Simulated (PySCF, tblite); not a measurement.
# C3H7FSi: dynamics, then NMR shifts and electronic excitations on frames

How do NMR shifts and electronic excitations of C3H7FSi (`F[SiH2]C1CC1`) change as the atoms move?

The runs use tblite 0.8.0 and PySCF 2.14.0, with density-fitted response routines of our own; the level of theory stands in each step. All values are computed, except where a source is named. Atoms are numbered from 0 throughout.

### 1 The starting structure

12 atoms, charge 0, multiplicity 1; geometry from: GFN2-xTB.

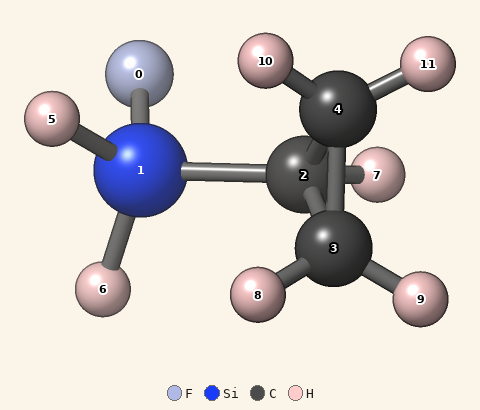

The starting geometry (fluorine light blue, silicon blue, carbon dark grey, hydrogen pink), atoms numbered.

### 2 A short Langevin run with GFN2-xTB

The job: settings as JSON, then the geometry in Å.

```
{"job": {"kind": "md", "xc": "GFN2-xTB", "basis": "xTB", "temperature": 600, "steps": 2000, "every": 50, "frames": 5}, "charge": 0, "multiplicity": 1}
F     -2.331708     1.579394     0.396832
Si    -1.661144     0.129786     0.170611
C      0.108433     0.412150    -0.386930
C      1.038184    -0.756540    -0.572209
C      1.265081     0.193266     0.553214
H     -1.742594    -0.527601     1.467440
H     -2.474196    -0.494377    -0.864818
H      0.246910     1.221570    -1.096661
H      0.670236    -1.744649    -0.338547
H      1.722444    -0.740001    -1.407678
H      1.055670    -0.144688     1.557162
H      2.103882     0.871005     0.495555
```

With the program's defaults for keys left out, this is: GFN2-xTB Langevin dynamics, gas phase.

The run is started by

```bash
$ OMP_NUM_THREADS=1 python probes_run.py task.json out
```

This one command runs all jobs of the session in turn.

The log of the run:

```text
t/fs     T/K      E/eV
    0.0   523.0   -448.71414
   25.0   443.6   -448.21499
   50.0   535.8   -447.97729
   75.0   777.4   -448.21428
  100.0   577.7   -448.22098
  125.0   626.6   -448.19605
  150.0   427.0   -447.94900
  175.0   370.7   -448.00933
  200.0   461.4   -448.16803
  225.0   620.1   -447.97904
  250.0   618.2   -447.89594
  275.0   454.8   -447.56876
  300.0   640.3   -448.07746
  325.0   687.1   -447.92615
  350.0   828.2   -447.97461
  375.0   522.7   -448.07814
  400.0   469.7   -447.65046
  425.0   605.6   -448.06004
  450.0   647.9   -447.96567
  475.0   755.7   -447.98598
  500.0   612.9   -447.63047
  525.0   655.4   -447.76777
  550.0   459.3   -447.68915
  575.0   695.1   -447.92057
  600.0   789.0   -447.89291
  625.0   787.1   -447.89752
  650.0  1000.4   -447.97759
  675.0   742.6   -447.48222
  700.0   706.5   -447.77459
  725.0   692.0   -447.72848
  750.0   736.5   -448.18670
  775.0   468.3   -447.74943
  800.0   415.2   -447.75097
  825.0   542.1   -447.96577
  850.0   557.4   -448.32596
  875.0   521.7   -448.02516
  900.0   496.5   -448.05461
  925.0   468.6   -448.19505
  950.0   384.4   -448.18774
  975.0   490.9   -448.10362
 1000.0   417.9   -447.82322
```

Run time: 8.5 s. Hardware: 1 thread of Arm Neoverse V1, shared host; peak memory 0.18 GiB.

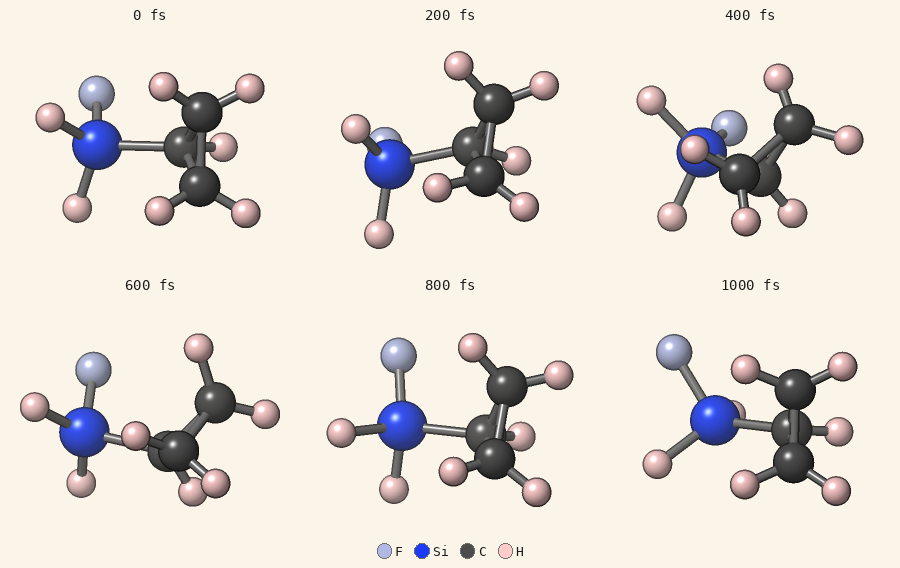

Frames of the run.

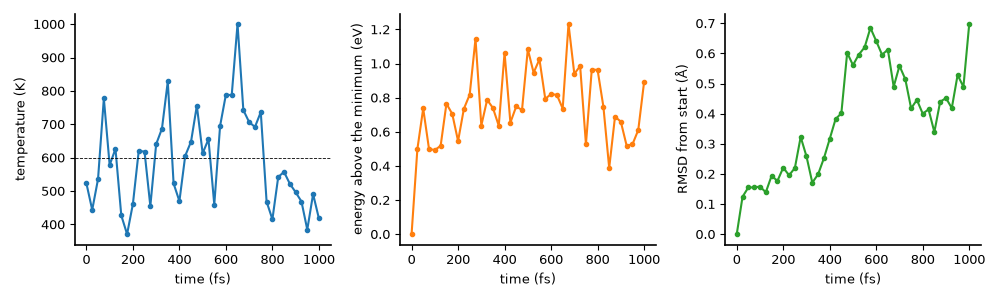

Temperature, potential energy and distance from the start.

Positions (Å) and forces (eV/Å) at 1000 fs:

```xyz
12

F    -3.022    0.920    2.337    0.728   -0.690    0.767
Si   -2.305    0.157    1.067   -2.152    0.451   -0.350
C    -0.491    0.032    0.660    2.377   -0.874    1.466
C     0.331   -1.270    0.769   -0.980   -0.792   -0.474
C     0.518   -0.306    1.867   -1.508    0.059   -0.561
H    -3.011   -1.208    1.161    0.683    1.003   -0.081
H    -2.957    1.304    0.338    0.622   -0.855   -0.718
H    -0.098    0.745   -0.058   -0.020    0.009    0.176
H    -0.315   -2.141    1.018    0.774    0.429   -0.326
H     1.180   -1.528    0.107   -0.862    0.448    0.246
H    -0.034   -0.650    2.780    1.110    0.985   -0.581
H     1.478    0.222    1.893   -0.772   -0.172    0.437
```

### 3 Nuclear shieldings: 250 fs, PBE0/pcSseg-1

The job: settings as JSON, then the geometry in Å.

```
{"job": {"kind": "nmr", "xc": "PBE0", "basis": "pcSseg-1", "pop": false}, "charge": 0, "multiplicity": 1}
F     -2.955200     2.093600     0.014700
Si    -2.339900     0.522000     0.417600
C     -0.514500     0.721600     0.379200
C      0.615200    -0.096600     0.495500
C      0.374000     0.908000     1.596800
H     -2.707400     0.212800     1.845900
H     -2.663700    -0.554900    -0.592400
H     -0.372100     1.632300    -0.274700
H      0.345600    -1.085200     0.795900
H      1.454800     0.044700    -0.200100
H      0.051600     0.441500     2.492900
H      0.961700     1.812700     1.718200
```

Method: GIAO PBE0/pcSseg-1 NMR shielding, non-relativistic, gas phase.

The log of the run:

```text
coarse grid: 10312 points
cycle   1  E = -507.3619748430  dE =  4.906e-01  |g| = 6.141e-01  |ddm| = 3.007e+00
cycle   2  E = -507.2725010317  dE =  8.947e-02  |g| = 9.806e-01  |ddm| = 1.245e+00
cycle   3  E = -507.4346141143  dE = -1.621e-01  |g| = 8.005e-02  |ddm| = 7.952e-01
cycle   4  E = -507.4356843077  dE = -1.070e-03  |g| = 3.743e-02  |ddm| = 9.365e-02
cycle   5  E = -507.4359888210  dE = -3.045e-04  |g| = 4.373e-03  |ddm| = 3.267e-02
cycle   6  E = -507.4359920465  dE = -3.225e-06  |g| = 1.469e-03  |ddm| = 5.299e-03
final grid: 94760 points
cycle   7  E = -507.4707191704  dE = -2.310e-05  |g| = 6.752e-03  |ddm| = 2.067e-02
cycle   8  E = -507.4707112253  dE =  7.945e-06  |g| = 8.942e-03  |ddm| = 1.344e-02
cycle   9  E = -507.4707306373  dE = -1.941e-05  |g| = 6.896e-04  |ddm| = 7.601e-03
cycle  10  E = -507.4707307043  dE = -6.703e-08  |g| = 2.609e-04  |ddm| = 6.681e-04
cycle  11  E = -507.4707307148  dE = -1.052e-08  |g| = 4.281e-05  |ddm| = 2.032e-04
cycle  12  E = -507.4707307151  dE = -3.129e-10  |g| = 1.273e-05  |ddm| = 4.493e-05
converged SCF energy = -507.4707307151

GIAO shielding tensors (ppm)
atom      isotropic    diamagn.    paramagn.     s11        s22        s33       span
  0 F      378.403     468.404     -90.001    344.780    381.401    409.028     64.248
  1 Si     326.438     876.776    -550.338    272.412    316.871    390.033    117.621
  2 C      183.337     255.922     -72.585    155.050    178.681    216.279     61.229
  3 C      182.641     246.512     -63.871    164.837    177.906    205.180     40.343
  4 C      186.952     255.407     -68.455    152.268    171.962    236.624     84.356
  5 H       26.029      27.702      -1.673     22.585     24.851     30.652      8.068
  6 H       25.373      28.071      -2.699     21.616     24.201     30.301      8.684
  7 H       30.806      31.972      -1.166     24.006     28.216     40.194     16.188
  8 H       31.653      31.445       0.208     25.771     27.875     41.312     15.541
  9 H       29.995      29.703       0.292     24.515     25.718     39.752     15.237
 10 H       32.494      32.893      -0.399     26.135     28.707     42.641     16.505
 11 H       30.874      31.280      -0.406     24.688     26.857     41.077     16.389
```

Wall time 10 s (1 thread of Arm Neoverse V1, shared host); peak memory 0.61 GiB.

The references, computed at this level on geometries of the same kind, shield at (ppm): 1H TMS 31.72, 13C TMS 186.9, 29Si TMS 349.2, 19F CFCl3 170.9. Their shielding less the atom's gives the shift. The references are single molecules in the gas phase, so shifts against H2O, NH3, PH3, H3PO4 or CFCl3 are not on the usual liquid scales and can be off by tens of ppm. Each atom is listed at this fixed geometry, with no averaging over motion; a spectrum would average atoms that exchange fast.

```csv
atoms,environment,σ (ppm),δ (ppm)
C3,three-membered-ring carbon,182.6,4.3
C2,three-membered-ring carbon,183.3,3.6
C4,three-membered-ring carbon,187.0,0.0
H6,"hydrogen on a silicon bonded to C, F",25.37,6.34
H5,"hydrogen on a silicon bonded to C, F",26.03,5.69
H9,hydrogen on a three-membered-ring carbon,30.00,1.72
H7,hydrogen on a three-membered-ring carbon,30.81,0.91
H11,hydrogen on a three-membered-ring carbon,30.87,0.84
H8,hydrogen on a three-membered-ring carbon,31.65,0.06
H10,hydrogen on a three-membered-ring carbon,32.49,-0.78
F0,fluorine bonded to Si,378.4,-207.5
Si1,"silicon bonded to C, F, 2 H",326.4,22.7
```

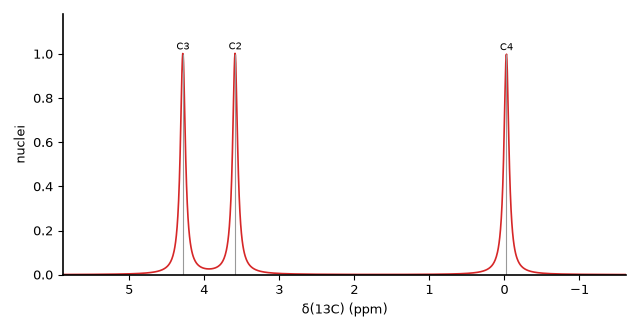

13C lines at the computed shifts, without couplings. Lines are broadened to a width of 0.08 ppm (Lorentzian).

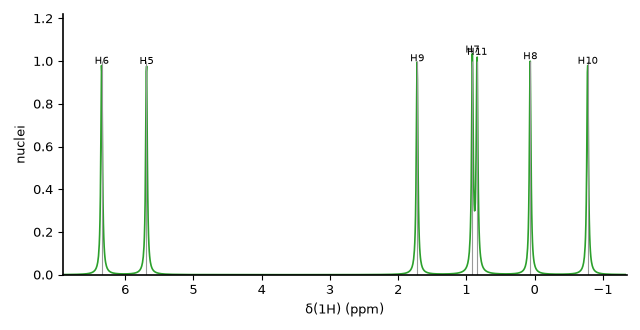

1H lines at the computed shifts, without couplings. Lines are broadened to a width of 0.03 ppm (Lorentzian).

Ring of atoms C2, C3, C4: NICS(0) -46.0, NICS(1) -8.3, NICS(1)zz -23.4 ppm (means of both faces).

In rings of three or four atoms NICS is ruled by the nearby σ bonds, so it says little on aromaticity.

### 4 TDDFT and polarisability: 250 fs, PBE0/def2-SVPD

Settings changed since step 3:

```diff
@@ -1,2 +1,2 @@
-{"job": {"kind": "nmr", "xc": "PBE0", "basis": "pcSseg-1", "pop": false}, "charge": 0, "multiplicity": 1}
+{"job": {"kind": "uv", "xc": "PBE0", "basis": "def2-SVPD", "nstates": 5, "ntriplets": 0}, "charge": 0, "multiplicity": 1}
 F     -2.955200     2.093600     0.014700
```

Method: TDDFT PBE0/def2-SVPD, vertical, gas phase, core orbitals frozen in the response.

The log of the run:

```text
coarse grid: 10312 points
cycle   1  E = -507.1339105684  dE =  4.492e-01  |g| = 5.656e-01  |ddm| = 4.452e+00
cycle   2  E = -507.0458879103  dE =  8.802e-02  |g| = 9.187e-01  |ddm| = 1.509e+00
cycle   3  E = -507.2003573997  dE = -1.545e-01  |g| = 8.121e-02  |ddm| = 8.333e-01
cycle   4  E = -507.2015402335  dE = -1.183e-03  |g| = 3.611e-02  |ddm| = 1.471e-01
cycle   5  E = -507.2018448181  dE = -3.046e-04  |g| = 4.066e-03  |ddm| = 5.252e-02
cycle   6  E = -507.2018482494  dE = -3.431e-06  |g| = 1.509e-03  |ddm| = 1.319e-02
final grid: 94760 points
cycle   7  E = -507.2671255260  dE = -2.067e-05  |g| = 6.483e-03  |ddm| = 1.012e-01
cycle   8  E = -507.2671174381  dE =  8.088e-06  |g| = 8.730e-03  |ddm| = 2.052e-02
cycle   9  E = -507.2671364287  dE = -1.899e-05  |g| = 6.978e-04  |ddm| = 1.101e-02
cycle  10  E = -507.2671365138  dE = -8.513e-08  |g| = 2.071e-04  |ddm| = 9.662e-04
cycle  11  E = -507.2671365214  dE = -7.561e-09  |g| = 4.042e-05  |ddm| = 3.813e-04
cycle  12  E = -507.2671365217  dE = -3.402e-10  |g| = 1.395e-05  |ddm| = 8.616e-05
converged SCF energy = -507.2671365217

Static polarisability (au): isotropic 60.472, principal 54.709 58.249 68.458

Singlet excitations
state   eV       nm        f      main configurations
  1   6.3912    194.0   0.00439   H->L 0.98
  2   7.1318    173.8   0.00591   H-1->L 0.97
  3   7.5133    165.0   0.00351   H->L+1 0.97
  4   7.7772    159.4   0.02046   H->L+2 0.90
  5   7.9052    156.8   0.01559   H-2->L 0.88
```

It took 15 s on 1 thread of Arm Neoverse V1, shared host; peak memory 0.7 GiB.

The orbitals next to the gap, with their largest atomic shares:

| orbital | eV | atoms |
| --- | --- | --- |
| HOMO−3 | -10.05 | Si1 23 %, F0 19 %, H6 14 % |
| HOMO−2 | -9.51 | C3 30 %, C2 24 %, C4 14 % |
| HOMO−1 | -8.85 | C2 32 %, Si1 17 %, H5 12 % |
| HOMO | -8.04 | C4 34 %, C2 22 %, C3 16 % |
| LUMO | -0.33 | Si1 36 %, F0 13 %, H6 13 % |
| LUMO+1 | 0.67 | Si1 45 %, H6 15 %, H5 14 % |
| LUMO+2 | 0.99 | Si1 25 %, H9 11 %, C4 11 % |

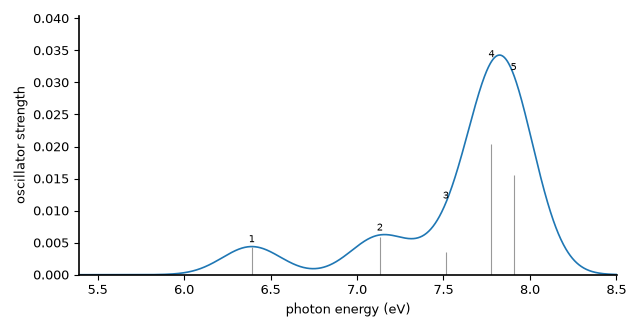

Absorption spectrum from the 5 singlet states computed; above the last one it falls off for lack of states. Lines are broadened to a width of 0.40 eV (Gaussian).

Further results of this job:

```
           property  computed
  dipole moment (D)      2.08
polarisability (Å³)      8.96
 HOMO–LUMO gap (eV)      7.70
      −ε(HOMO) (eV)      8.04
```

### 5 NMR shieldings: 425 fs, PBE0/pcSseg-1

The job: settings as JSON, then the geometry in Å.

```
{"job": {"kind": "nmr", "xc": "PBE0", "basis": "pcSseg-1", "pop": false}, "charge": 0, "multiplicity": 1}
F     -2.721500     2.355800     0.540700
Si    -2.621300     0.718100     0.961500
C     -0.867000     0.012100     0.547100
C     -0.195800    -0.796100     1.591500
C      0.334100     0.607900     1.457100
H     -2.664200     0.668000     2.454500
H     -3.677100     0.066600     0.207700
H     -0.592400    -0.116300    -0.464300
H     -0.650300    -1.208700     2.465800
H      0.384600    -1.517900     1.078600
H     -0.039300     1.449300     2.076000
H      1.279400     0.725600     0.855500
```

With the program's defaults for keys left out, this is: GIAO PBE0/pcSseg-1 NMR shielding, non-relativistic, gas phase.

The log of the run:

```text
coarse grid: 10312 points
cycle   1  E = -507.3756820046  dE =  3.056e-01  |g| = 5.897e-01  |ddm| = 2.965e+00
cycle   2  E = -507.2989024620  dE =  7.678e-02  |g| = 9.325e-01  |ddm| = 1.203e+00
cycle   3  E = -507.4403743039  dE = -1.415e-01  |g| = 6.352e-02  |ddm| = 7.633e-01
cycle   4  E = -507.4409837741  dE = -6.095e-04  |g| = 3.542e-02  |ddm| = 7.761e-02
cycle   5  E = -507.4412701616  dE = -2.864e-04  |g| = 4.812e-03  |ddm| = 3.137e-02
cycle   6  E = -507.4412740453  dE = -3.884e-06  |g| = 2.113e-03  |ddm| = 5.637e-03
final grid: 94760 points
cycle   7  E = -507.4766041372  dE = -2.156e-05  |g| = 6.504e-03  |ddm| = 1.853e-02
cycle   8  E = -507.4765957710  dE =  8.366e-06  |g| = 8.703e-03  |ddm| = 1.264e-02
cycle   9  E = -507.4766149690  dE = -1.920e-05  |g| = 6.857e-04  |ddm| = 7.385e-03
cycle  10  E = -507.4766150481  dE = -7.911e-08  |g| = 2.368e-04  |ddm| = 6.511e-04
cycle  11  E = -507.4766150586  dE = -1.052e-08  |g| = 4.285e-05  |ddm| = 2.046e-04
cycle  12  E = -507.4766150590  dE = -3.154e-10  |g| = 1.330e-05  |ddm| = 4.692e-05
converged SCF energy = -507.4766150590

GIAO shielding tensors (ppm)
atom      isotropic    diamagn.    paramagn.     s11        s22        s33       span
  0 F      378.840     469.304     -90.464    347.142    381.416    407.962     60.821
  1 Si     323.934     876.509    -552.575    262.900    335.133    373.767    110.867
  2 C      180.662     255.981     -75.320    135.379    178.689    227.916     92.537
  3 C      178.584     254.124     -75.540    157.418    181.752    196.582     39.164
  4 C      183.368     253.954     -70.586    152.040    167.781    230.284     78.245
  5 H       27.021      28.018      -0.997     23.203     26.429     31.432      8.229
  6 H       26.051      27.797      -1.745     22.019     24.835     31.300      9.281
  7 H       32.032      35.322      -3.290     25.134     28.353     42.608     17.474
  8 H       30.779      31.596      -0.818     25.686     27.297     39.353     13.667
  9 H       31.213      33.082      -1.870     24.740     27.083     41.815     17.075
 10 H       30.110      30.897      -0.787     23.584     27.977     38.770     15.186
 11 H       29.991      30.875      -0.884     23.562     25.694     40.718     17.156
```

Wall time 8.7 s (1 thread of Arm Neoverse V1, shared host); peak memory 0.62 GiB.

This run: δ C3 8.3, C2 6.3, C4 3.6, F0 -207.9, H6 5.67, H5 4.70 ppm.

### 6 TDDFT and polarisability: 425 fs, PBE0/def2-SVPD

Settings changed since step 5:

```diff
@@ -1,2 +1,2 @@
-{"job": {"kind": "nmr", "xc": "PBE0", "basis": "pcSseg-1", "pop": false}, "charge": 0, "multiplicity": 1}
+{"job": {"kind": "uv", "xc": "PBE0", "basis": "def2-SVPD", "nstates": 5, "ntriplets": 0}, "charge": 0, "multiplicity": 1}
 F     -2.721500     2.355800     0.540700
```

Level: TDDFT PBE0/def2-SVPD, vertical, gas phase, core orbitals frozen in the response.

The log of the run:

```text
coarse grid: 10312 points
cycle   1  E = -507.1477778940  dE =  2.646e-01  |g| = 5.405e-01  |ddm| = 4.539e+00
cycle   2  E = -507.0708765041  dE =  7.690e-02  |g| = 8.749e-01  |ddm| = 1.353e+00
cycle   3  E = -507.2067787052  dE = -1.359e-01  |g| = 6.529e-02  |ddm| = 7.517e-01
cycle   4  E = -507.2074828834  dE = -7.042e-04  |g| = 3.468e-02  |ddm| = 1.232e-01
cycle   5  E = -507.2077768596  dE = -2.940e-04  |g| = 4.549e-03  |ddm| = 4.805e-02
cycle   6  E = -507.2077808342  dE = -3.975e-06  |g| = 2.143e-03  |ddm| = 1.317e-02
final grid: 94760 points
cycle   7  E = -507.2736599347  dE = -1.840e-05  |g| = 6.318e-03  |ddm| = 6.907e-02
cycle   8  E = -507.2736510935  dE =  8.841e-06  |g| = 8.638e-03  |ddm| = 1.917e-02
cycle   9  E = -507.2736705398  dE = -1.945e-05  |g| = 6.639e-04  |ddm| = 1.129e-02
cycle  10  E = -507.2736706280  dE = -8.817e-08  |g| = 1.893e-04  |ddm| = 1.041e-03
cycle  11  E = -507.2736706352  dE = -7.266e-09  |g| = 3.936e-05  |ddm| = 3.762e-04
cycle  12  E = -507.2736706355  dE = -2.888e-10  |g| = 1.660e-05  |ddm| = 7.980e-05
converged SCF energy = -507.2736706355

Static polarisability (au): isotropic 61.186, principal 54.519 56.913 72.126

Singlet excitations
state   eV       nm        f      main configurations
  1   6.9037    179.6   0.05145   H->L 0.96
  2   7.2118    171.9   0.00945   H-1->L 0.94
  3   7.4547    166.3   0.00295   H->L+1 0.94
  4   7.9353    156.2   0.04367   H->L+3 0.54, H->L+2 0.33
  5   8.0054    154.9   0.00511   H-1->L+1 0.95
```

Run time: 13 s. Hardware: 1 thread of Arm Neoverse V1, shared host; peak memory 0.71 GiB.

Key values: HOMO -8.07 eV, LUMO 0.01 eV; lowest singlet 6.90 eV.

### 7 NMR shieldings: 625 fs, PBE0/pcSseg-1

The job: settings as JSON, then the geometry in Å.

```
{"job": {"kind": "nmr", "xc": "PBE0", "basis": "pcSseg-1", "pop": false}, "charge": 0, "multiplicity": 1}
F     -3.001500     1.531700     1.746200
Si    -2.463800     0.093600     1.184000
C     -0.764600     0.163300     0.302000
C      0.214100    -0.791900     0.990900
C      0.519100     0.701900     0.891600
H     -2.376500    -0.659300     2.385800
H     -3.435400    -0.346100     0.176100
H     -0.740800    -0.132500    -0.706600
H      0.104200    -1.289500     1.907200
H      0.703700    -1.224400     0.185100
H      0.426700     1.199900     1.905800
H      1.102900     1.206400     0.114400
```

With the program's defaults for keys left out, this is: GIAO PBE0/pcSseg-1 NMR shielding, non-relativistic, gas phase.

The log of the run:

```text
coarse grid: 10312 points
cycle   1  E = -507.3697455950  dE =  4.550e-01  |g| = 5.820e-01  |ddm| = 2.997e+00
cycle   2  E = -507.3086088735  dE =  6.114e-02  |g| = 8.745e-01  |ddm| = 1.128e+00
cycle   3  E = -507.4319020203  dE = -1.233e-01  |g| = 5.716e-02  |ddm| = 6.977e-01
cycle   4  E = -507.4323770006  dE = -4.750e-04  |g| = 3.139e-02  |ddm| = 6.722e-02
cycle   5  E = -507.4325999816  dE = -2.230e-04  |g| = 4.072e-03  |ddm| = 2.768e-02
cycle   6  E = -507.4326031874  dE = -3.206e-06  |g| = 1.182e-03  |ddm| = 4.414e-03
final grid: 94760 points
cycle   7  E = -507.4662579382  dE = -2.748e-05  |g| = 6.152e-03  |ddm| = 2.151e-02
cycle   8  E = -507.4662525248  dE =  5.413e-06  |g| = 7.705e-03  |ddm| = 1.150e-02
cycle   9  E = -507.4662676563  dE = -1.513e-05  |g| = 4.141e-04  |ddm| = 6.415e-03
cycle  10  E = -507.4662676825  dE = -2.612e-08  |g| = 1.873e-04  |ddm| = 4.861e-04
cycle  11  E = -507.4662676892  dE = -6.757e-09  |g| = 4.655e-05  |ddm| = 1.710e-04
cycle  12  E = -507.4662676896  dE = -3.766e-10  |g| = 9.979e-06  |ddm| = 4.724e-05
converged SCF energy = -507.4662676896

GIAO shielding tensors (ppm)
atom      isotropic    diamagn.    paramagn.     s11        s22        s33       span
  0 F      378.283     466.190     -87.907    327.066    388.216    419.566     92.500
  1 Si     332.036     875.953    -543.917    264.396    342.020    389.693    125.298
  2 C      183.802     257.127     -73.324    143.694    182.678    225.035     81.342
  3 C      185.931     255.013     -69.082    158.791    181.350    217.653     58.862
  4 C      178.747     251.076     -72.329    155.750    164.703    215.789     60.039
  5 H       27.439      29.164      -1.725     22.781     27.679     31.859      9.078
  6 H       26.015      27.759      -1.744     22.257     24.697     31.090      8.833
  7 H       32.783      35.142      -2.359     25.292     29.220     43.838     18.546
  8 H       31.922      33.334      -1.412     26.752     28.130     40.885     14.134
  9 H       32.388      34.155      -1.767     24.706     28.134     44.324     19.618
 10 H       29.739      29.394       0.345     24.062     26.287     38.869     14.808
 11 H       29.742      30.453      -0.711     22.994     26.120     40.111     17.116
```

Wall time 8.2 s (1 thread of Arm Neoverse V1, shared host); peak memory 0.62 GiB.

This run: δ C4 8.2, C2 3.1, C3 1.0, F0 -207.3, H6 5.70, H5 4.28 ppm.

(Part 1 of 2 ends here.)
